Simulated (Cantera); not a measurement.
A closed system holds: 1 mol B, a varied amount of N₂, 23 mol H₂, held at 2375 K and 13300 Pa.

Equilibrium computed with Cantera from the NASA thermochemical tables; the gas is ideal and each condensed phase is pure. Candidate condensed phases: B, BN; 15 gas species. The tables' values for BH₂ are old estimates; treat these amounts as uncertain. Gases not in the tables: B₂H₆ and higher boranes. Rates play no part.

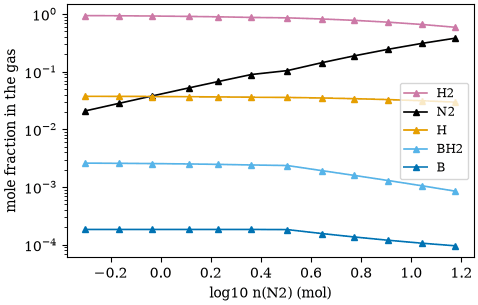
Fig. 1. Equilibrium gas composition (values under 1e-9 drawn at 1e-9)

From 0.5 mol N₂ to 2.3 mol N₂ the condensed part is B(l). From 3.2 mol N₂ to 15 mol N₂ the condensed part is BN(s).
